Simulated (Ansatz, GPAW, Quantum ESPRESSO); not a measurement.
# Simulated XPS, UPS and emission spectra of Se, part 2 of 7

Aim: the valence spectrum of Se from He I to hard X-rays, and which orbitals make each feature.

Ansatz 0.2.0, Quantum ESPRESSO 7.5 and GPAW 26.7.0; DFT, PBE, plane-wave PAW, default files, scalar-relativistic (the session's first sound run).

So far. Step 2 (Self-consistent run, DOS and bands): At this level the gap is 1.02 eV on the path.

## Step 3: With spin–orbit coupling

This step: DFT, PBE, plane-wave PAW, default files, with spin-orbit coupling (Ansatz 0.2.0).

Spin–orbit coupling splits and shifts levels of heavy atoms, so the bands are solved again with spinors.

input.yaml

```yaml
crystal:
  lattice:
    - [4.3662, 0.0, 0.0]
    - [-2.1831, 3.781240118, 0.0]
    - [0.0, 0.0, 4.9536]
  atoms:
    - { symbol: Se, position: [0.7746, 0.7746, 0.0] }
    - { symbol: Se, position: [0.0, 0.2254, 0.6666666667] }
    - { symbol: Se, position: [0.2254, 0.0, 0.3333333333] }
kpoints:
  mp_grid: { grid: [6, 6, 6] }
  band_path:
    path:
      - [[0.0, 0.0, 0.0], [0.5, 0.0, 0.0], [0.333333, 0.333333, 0.0], [0.0, 0.0, 0.0], [0.0, 0.0, 0.5], [0.5, 0.0, 0.5], [0.333333, 0.333333, 0.5], [0.0, 0.0, 0.5]]
      - [[0.5, 0.0, 0.5], [0.5, 0.0, 0.0]]
      - [[0.333333, 0.333333, 0.5], [0.333333, 0.333333, 0.0]]
    npoints: 10
scf:
  occupations: { method: fermi_dirac, width: 0.02 }
  n_extra_bands: 20
hamiltonian:
  xc: pbe
  pseudopotentials: { kind: paw_fr }
output:
  forces: true
  stress: true
  dos:
    projected: true
    de: 0.05
    e_range: [-30, 12]
    nscf_kmesh: { grid: [12, 12, 10] }
    method: { smearing: { sigma: 0.08, scheme: gaussian } }
  fatbands: true
magnetization:
  noncollinear: true
  spin_orbit: true
```

Launch:

```console
> ansatz run input.yaml --threads 2 --pin off --max-ram 6144MiB --backend cpu --events-out ev --progress --plain --runs-dir out
```

Numbers of over 12 decimals in the logs are rounded to 6 here.

The log of the run:

```text
[...]
non-collinear run that drives no moment, with spin-orbit: no starting moment large enough to seed its density (crystal.atoms[].spin), no starting occupations that ask for one, no magnetisation constraint and no magnetic field, so the semilocal B_xc is pinned to zero
Crystal: 3 atoms, lattice volume = 81.782 Å³
Basis set: ecut = 420 eV, 1583 PW (Γ), exchange–correlation on 60×60×72 points (8 copies of the dense FFT grid, shifted against one another)
Bands: 68, of which v1, the nominal top of the filled ones, is band 48 counted from 1 (47 counted from 0)
Symmetry: 6 space group operations + 6 with time reversal
[...]
k-points: 34 of 216 (time reversal used)
Projection manifold: j_resolved (fully-relativistic pseudo-atomic orbitals)
[...]
SCF iter   1: F=—  HF=-16407.763340 eV  |F-HF|=—  |Δ(HF+E_count)|=         —  Δρ=2.74e-2  dr2=3.87e-1  dr2_m=0.00e0 (ungated)  ethr=3.10e-3  |M|=0.00e0 ∫|m|=0.00e0 μB  |m|>n=0.0e0 m-floor=0.0e0 τ_xc=0.0e0  β_m=0.30  ⟨swp⟩=8.6  Hψ=14625  notcnv=0  defer=148
[...]
spin=Noncollinear: Resta preconditioning applied to the charge; magnetization (m_x, m_y, m_z) channels mix plain (no charge-response kernel on spin).
SCF iter   2: F=—  HF=-16407.725820 eV  |F-HF|=—  |Δ(HF+E_count)|=   3.75e-2  Δρ=1.96e-2  dr2=1.97e-1  dr2_m=0.00e0 (ungated)  ethr=8.06e-4  |M|=0.00e0 ∫|m|=0.00e0 μB  |m|>n=0.0e0 m-floor=0.0e0 τ_xc=0.0e0  β_m=0.65  ⟨swp⟩=2.0  Hψ=2852  notcnv=0  defer=327
[...]
SCF iter   7: F=-16407.699840 eV  HF=-16407.699840 eV  |F-HF|=7.22e-8  |Δ(HF+E_count)|=   5.61e-6  Δρ=9.79e-6  dr2=7.69e-8  dr2_m=0.00e0 (ungated)  ethr=2.08e-10  |M|=0.00e0 ∫|m|=0.00e0 μB  |m|>n=0.0e0 m-floor=0.0e0 τ_xc=0.0e0  ⟨swp⟩=9.6  Hψ=12501  notcnv=0
SCF 1 converged in 7 iterations: F = -16407.699840 eV  dr2 = 7.69e-8
[...]
NSCF: frozen V_eff on 93 k-points
[...]
SCF converged after 7 iterations
Magnetization: |M| = 0.0000 μB,  M = (+0.0000, +0.0000, +0.0000) μB
Absolute magnetization: 0.0000 μB (∫|m|)
  site 0: m = (+0.0000, +0.0000, +0.0000) μB, |m| = 0.0000 μB  (R = 0.98 Å)
  site 1: m = (+0.0000, +0.0000, +0.0000) μB, |m| = 0.0000 μB  (R = 0.98 Å)
  site 2: m = (+0.0000, +0.0000, +0.0000) μB, |m| = 0.0000 μB  (R = 0.98 Å)
Free energy (F): -16407.699840 eV
[...]
Internal energy: -16407.699840 eV  (E = F + TS)
E sigma→0 (E₀):  -16407.699840 eV
Fermi energy:    7.419314 eV
[...]
--- Forces (eV/Å), atoms counted from 1 ---
  atom   1  Se    -0.20671005    -0.35803230    -0.00000000
  atom   2  Se    -0.20671005     0.35803230    -0.00000000
  atom   3  Se     0.41342009    -0.00000000     0.00000000
  max |Σ_I F_I| component: 5.55e-17 eV/Å
--- Stress (GPa, compression-positive) ---
        2.253388       0.000000      -0.000000
       -0.000000       2.253388      -0.000000
       -0.000000       0.000000       4.053136
  P = ⅓ Tr σ = 2.8533 GPa (28.533 kbar)
--- Band table (eV; the first three rows and the last of 34) ---
  k-point 0: bands = [... 44 lower, 4.8515, 4.8515, 6.4687, 6.4687, 8.7014, 8.7014, 8.8338, 8.8338, ... 16 higher]
  k-point 1: bands = [... 44 lower, 5.0634, 5.1407, 6.2645, 6.2675, 8.4739, 8.5253, 8.5744, 8.6482, ... 16 higher]
  k-point 2: bands = [... 44 lower, 5.4963, 5.5648, 5.7822, 5.8087, 8.1110, 8.1941, 8.2508, 8.3354, ... 16 higher]
  k-point 33: bands = [... 44 lower, 6.5833, 6.5833, 6.7648, 6.7914, 7.9197, 7.9197, 9.5342, 9.5611, ... 16 higher]
```

Wall time 3.3 min (2 threads of Arm Neoverse V1, shared host); peak memory 1 GiB.

Numbers from this step:

| Item | Value |
| --- | --- |
| free energy | -16407.6998 eV |
| Fermi energy | 7.419 eV |
| pressure | 2.853 GPa |
| gap on the k-mesh | 1.009 eV |
| gap on the path | 1.008 eV |
| least direct gap on the path | 1.128 eV |
| valence top on path | 0.0013 eV |

Electronic bands along the path, in eV, zero at the valence-band maximum; v1 is the highest filled band, c1 the lowest empty one:

| point | v4 | v3 | v2 | v1 | c1 | c2 | c3 | c4 |
| --- | --- | --- | --- | --- | --- | --- | --- | --- |
| Γ | -2.06 | -2.06 | -0.44 | -0.44 | 1.79 | 1.79 | 1.92 | 1.92 |
| M | -1.81 | -1.81 | -1.02 | -1.02 | 1.91 | 1.91 | 2.31 | 2.31 |
| K | -2.72 | -2.72 | -1.65 | -1.65 | 2.98 | 3.02 | 3.08 | 3.08 |
| Γ | -2.06 | -2.06 | -0.44 | -0.44 | 1.79 | 1.79 | 1.92 | 1.92 |
| A | -1.53 | -1.53 | -1.15 | -1.15 | 1.15 | 1.15 | 1.17 | 1.17 |
| L | -1.40 | -1.40 | 0.00 | 0.00 | 1.62 | 1.62 | 2.68 | 2.68 |
| H | -0.33 | -0.33 | -0.15 | -0.12 | 1.01 | 1.01 | 2.62 | 2.65 |
| A | -1.53 | -1.53 | -1.15 | -1.15 | 1.15 | 1.15 | 1.17 | 1.17 |
| jump to L | -1.40 | -1.40 | 0.00 | 0.00 | 1.62 | 1.62 | 2.68 | 2.68 |
| M | -1.81 | -1.81 | -1.02 | -1.02 | 1.91 | 1.91 | 2.31 | 2.31 |
| jump to H | -0.33 | -0.33 | -0.15 | -0.12 | 1.01 | 1.01 | 2.62 | 2.65 |
| K | -2.72 | -2.72 | -1.65 | -1.65 | 2.98 | 3.02 | 3.08 | 3.08 |

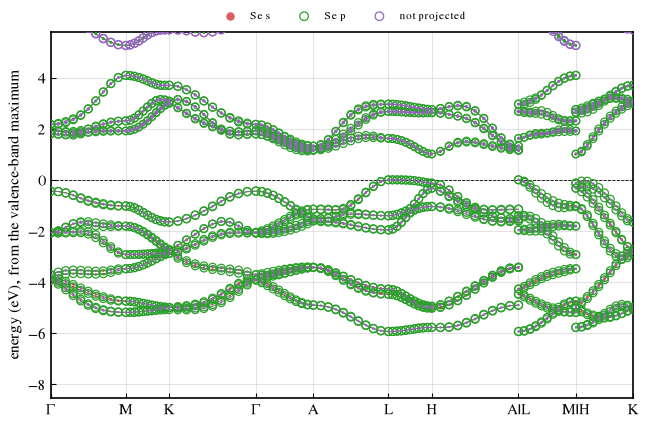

Electronic bands along the path; dots are coloured as in the legend, and their area grows with the weight.

Side by side:

| quantity | this run | base run | difference |
| --- | --- | --- | --- |
| gap on the path (eV) | 1.0076 | 1.0236 | -0.0160 |
| least direct gap on the path (eV) | 1.1283 | 1.2129 | -0.0846 |
| gap on the k-mesh (eV) | 1.0090 | 1.0236 | -0.0147 |

One result that differs is the least direct gap on the path, 1.13 eV against 1.21 eV.

## Step 4: With LDA

This step: DFT, LDA, plane-wave PAW, default files, scalar-relativistic (Ansatz 0.2.0).

The run is repeated with LDA on the same cell, to see how much the levels hang on the functional.

Changes to input.yaml since step 3:

```diff
@@ -19,6 +19,6 @@
   occupations: { method: fermi_dirac, width: 0.02 }
-  n_extra_bands: 20
+  n_extra_bands: 10
 hamiltonian:
-  xc: pbe
-  pseudopotentials: { kind: paw_fr }
+  xc: lda
+  pseudopotentials: { kind: paw }
 output:
@@ -31,6 +31,2 @@
     nscf_kmesh: { grid: [12, 12, 10] }
-    method: { smearing: { sigma: 0.08, scheme: gaussian } }
   fatbands: true
-magnetization:
-  noncollinear: true
-  spin_orbit: true
```

The log of the run:

```text
[...]
Crystal: 3 atoms, lattice volume = 81.782 Å³
Basis set: ecut = 420 eV, 1583 PW (Γ)
Bands: 34, of which v1, the nominal top of the filled ones, is band 24 counted from 1 (23 counted from 0)
Symmetry: 6 space group operations
[...]
k-points: 34 of 216 (time reversal used)
[...]
SCF iter   1: F=—  HF=-16149.628176 eV  |F-HF|=—  |Δ(HF+E_count)|=         —  Δρ=4.90e-3  dr2=8.47e-3  ethr=1.77e-3  ⟨swp⟩=6.1  Hψ=5416  notcnv=0  defer=2
[...]
SCF iter   6: F=-16149.625891 eV  HF=-16149.625891 eV  |F-HF|=2.47e-8  |Δ(HF+E_count)|=   1.70e-7  Δρ=5.20e-6  dr2=2.49e-8  ethr=2.08e-10  ⟨swp⟩=8.0  Hψ=5231  notcnv=0
SCF 1 converged in 6 iterations: F = -16149.625891 eV  dr2 = 2.49e-8
[...]
SCF converged after 6 iterations
Free energy (F): -16149.625891 eV
[...]
Internal energy: -16149.625891 eV  (E = F + TS)
E sigma→0 (E₀):  -16149.625891 eV
Fermi energy:    7.064103 eV
[...]
--- Forces (eV/Å), atoms counted from 1 ---
  atom   1  Se    -0.10624512    -0.18402195    -0.00000000
  atom   2  Se    -0.10624512     0.18402195    -0.00000000
  atom   3  Se     0.21249025    -0.00000000     0.00000000
  max |Σ_I F_I| component: 8.33e-17 eV/Å
--- Stress (GPa, compression-positive) ---
       -1.712115       0.000000      -0.000000
        0.000000      -1.712115      -0.000000
       -0.000000      -0.000000      -0.405533
  P = ⅓ Tr σ = -1.2766 GPa (-12.766 kbar)
--- Band table (eV; the first three rows and the last of 34) ---
  k-point 0: bands = [... 20 lower, 2.8099, 4.5575, 4.5575, 6.2019, 8.3966, 8.3966, 8.6868, 12.4733, ... 6 higher]
  k-point 1: bands = [... 20 lower, 2.9928, 4.5703, 4.8229, 5.9918, 8.1511, 8.2025, 8.4185, 13.1339, ... 6 higher]
  k-point 2: bands = [... 20 lower, 3.1625, 4.7459, 5.2557, 5.5025, 7.7564, 7.9260, 7.9730, 12.9828, ... 6 higher]
  k-point 33: bands = [... 20 lower, 1.6084, 5.6144, 6.3818, 6.3818, 7.5211, 9.2393, 9.2393, 13.0778, ... 6 higher]
```

Run time: 30 s. Hardware: 2 threads; peak memory 0.46 GiB; 59 s of CPU time.

This step gave:

* free energy: -16149.6259 eV
* Fermi energy: 7.064 eV
* pressure: -1.277 GPa
* gap on the k-mesh: 0.9220 eV
* share of occupied states in no projected shell: 0.0077 of the occupied states in the window
* gap on the path: 0.922 eV
* least direct gap on the path: 1.103 eV
* valence top on path: 0 eV

The electronic bands at the labelled points (eV, zero at the valence-band maximum; v1 is the highest filled band, c1 the lowest empty one):

| point | v4 | v3 | v2 | v1 | c1 | c2 | c3 | c4 |
| --- | --- | --- | --- | --- | --- | --- | --- | --- |
| Γ | -3.79 | -2.04 | -2.04 | -0.40 | 1.80 | 1.80 | 2.09 | 5.87 |
| M | -3.47 | -2.94 | -1.79 | -1.00 | 1.83 | 2.24 | 4.05 | 5.11 |
| K | -2.86 | -2.86 | -2.72 | -1.65 | 2.99 | 2.99 | 3.67 | 5.71 |
| Γ | -3.79 | -2.04 | -2.04 | -0.40 | 1.80 | 1.80 | 2.09 | 5.87 |
| A | -3.40 | -1.56 | -1.56 | -1.11 | 1.09 | 1.09 | 1.21 | 6.19 |
| L | -4.28 | -1.96 | -1.39 | 0.00 | 1.58 | 2.64 | 2.90 | 6.10 |
| H | -4.99 | -0.98 | -0.22 | -0.22 | 0.92 | 2.64 | 2.64 | 6.48 |
| A | -3.40 | -1.56 | -1.56 | -1.11 | 1.09 | 1.09 | 1.21 | 6.19 |
| jump to L | -4.28 | -1.96 | -1.39 | 0.00 | 1.58 | 2.64 | 2.90 | 6.10 |
| M | -3.47 | -2.94 | -1.79 | -1.00 | 1.83 | 2.24 | 4.05 | 5.11 |
| jump to H | -4.99 | -0.98 | -0.22 | -0.22 | 0.92 | 2.64 | 2.64 | 6.48 |
| K | -2.86 | -2.86 | -2.72 | -1.65 | 2.99 | 2.99 | 3.67 | 5.71 |

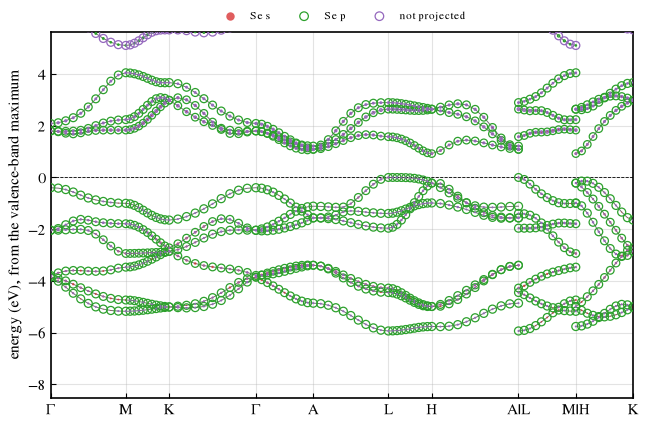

Electronic bands along the path; dots are coloured as in the legend, and their area grows with the weight.

This run's widths, added to any smearing of the DOS itself: Gaussian 0.15 eV, Lorentzian 0.05 eV. Intensity against binding energy, zero at the valence-band maximum; values in % of the maximum within 13 eV:

| binding energy (eV) | 21.2 eV | 100 eV | 1486.7 eV | 5414.7 eV | 5950 eV |
| --- | --- | --- | --- | --- | --- |
| 0 | 6.04 | 6.31 | 6.22 | 5.25 | 4.97 |
| 2 | 70.0 | 71.1 | 70.7 | 58.6 | 55.3 |
| 4 | 37.3 | 41.2 | 39.9 | 34.8 | 33.1 |
| 6 | 3.95 | 3.87 | 3.90 | 3.15 | 2.97 |
| 8 | 0.145 | 0.310 | 0.258 | 0.296 | 0.290 |
| 10 | 0.782 | 20.5 | 13.9 | 22.1 | 22.1 |
| 12 | - | 17.9 | 12.3 | 19.1 | 19.0 |
| 14 | - | 49.5 | 34.1 | 53.0 | 53.0 |
| 16 | - | 4.70 | 3.19 | 5.07 | 5.07 |

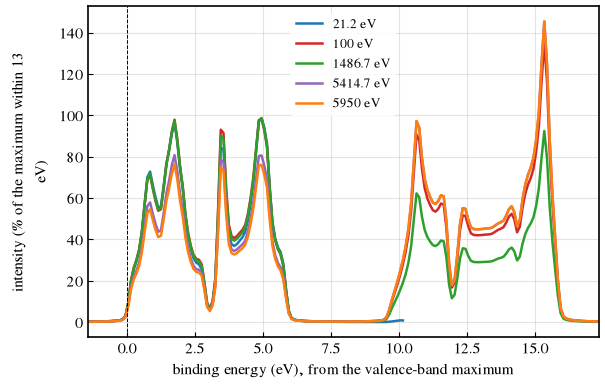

Intensity, plotted against binding energy.

Maxima picked by a test of local sharpness, so broad peaks and shoulders can be missing; peaks within 0.45 eV of a curve's cut are left out. Valence peaks, by row:

| photon energy (eV) | binding energy (eV) | height (% of the maximum within 13 eV) | main shell | its share (%) |
| --- | --- | --- | --- | --- |
| 21.2 | 4.929 | 100 | Se 4p | 100 |
| 21.2 | 3.479 | 89.72 | Se 4p | 100 |
| 21.2 | 1.729 | 96.42 | Se 4p | 100 |
| 21.2 | 0.8288 | 73.85 | Se 4p | 100 |
| 100 | 15.38 | 136.3 | Se 4s | 95.21 |
| 100 | 14.18 | 52.42 | Se 4s | 93.64 |
| 100 | 12.38 | 52.41 | Se 4s | 92.86 |
| 100 | 11.63 | 57.95 | Se 4s | 93.77 |
| 100 | 10.68 | 93.36 | Se 4s | 94.18 |
| 100 | 4.929 | 100 | Se 4p | 92.29 |
| 100 | 3.479 | 98.82 | Se 4p | 83.79 |
| 100 | 1.729 | 98.1 | Se 4p | 90.71 |
| 100 | 0.8288 | 72.23 | Se 4p | 94.37 |
| 1487 | 15.38 | 93.01 | Se 4s | 92.78 |
| 1487 | 14.18 | 36.08 | Se 4s | 90.5 |
| 1487 | 12.38 | 36.22 | Se 4s | 89.38 |
| 1487 | 11.58 | 39.87 | Se 4s | 90.61 |
| 1487 | 10.68 | 64.08 | Se 4s | 91.28 |
| 1487 | 4.929 | 100 | Se 4p | 94.87 |
| 1487 | 3.479 | 95.77 | Se 4p | 88.88 |
| 1487 | 1.729 | 97.53 | Se 4p | 93.78 |
| 1487 | 0.8288 | 72.77 | Se 4p | 96.28 |
| 5415 | 15.38 | 146.3 | Se 4s | 96.44 |
| 5415 | 14.18 | 56.07 | Se 4s | 95.26 |
| 5415 | 12.38 | 55.94 | Se 4s | 94.66 |
| 5415 | 11.63 | 62 | Se 4s | 95.35 |
| 5415 | 10.68 | 100 | Se 4s | 95.66 |
| 5415 | 4.879 | 82.14 | Se 4p | 89.04 |
| 5415 | 3.479 | 83.47 | Se 4p | 79.12 |
| 5415 | 1.729 | 80.9 | Se 4p | 87.74 |
| 5415 | 0.8288 | 58.8 | Se 4p | 92.47 |
| 5950 | 15.38 | 146.4 | Se 4s | 96.67 |
| 5950 | 14.18 | 56.05 | Se 4s | 95.56 |
| 5950 | 12.38 | 55.9 | Se 4s | 95 |
| 5950 | 11.63 | 61.99 | Se 4s | 95.65 |
| 5950 | 10.68 | 100 | Se 4s | 95.94 |
| 5950 | 4.879 | 77.52 | Se 4p | 88.35 |
| 5950 | 3.479 | 79.33 | Se 4p | 77.97 |
| 5950 | 1.729 | 76.42 | Se 4p | 86.99 |
| 5950 | 0.8288 | 55.36 | Se 4p | 91.98 |

Spectra as before, but with a recipe of its own (widths, and in some runs the light), which changes peak heights and what is resolved: Gaussian 0.15 eV, Lorentzian 0.05 eV plus 0 times the binding energy, linear light, analyser at 54.7°, Fermi edge at 300 K; some photon energies differ too.

Side by side:

| quantity | this run | base run | difference |
| --- | --- | --- | --- |
| gap on the path (eV) | 0.922 | 1.0236 | -0.102 |
| least direct gap on the path (eV) | 1.103 | 1.2129 | -0.110 |
| gap on the k-mesh (eV) | 0.92201 | 1.0236 | -0.102 |

One result that differs is the gap on the path, 0.922 eV against 1.02 eV.

At this level the gap is 0.92 eV on the path.

[end of part 2 of 7]

[Logs are printed without paths, hosts, clocks, repeated set-up lines and the standing remarks that a program may print on its own settings, such as how far it seeks lower states.]

[Hosts, paths, dates, database ids (printed as entryN), source tags and the programs' standing remarks are cut or masked in the printed files.]

[Maps of the electrostatic potential energy from Ansatz leave out the sawtooth potential of an applied field or a dipole correction, so their vacuum need not be flat; work functions include it.]

[Peak lists hold at most the 14 tallest peaks of each spectrum; further lines can be left out.]
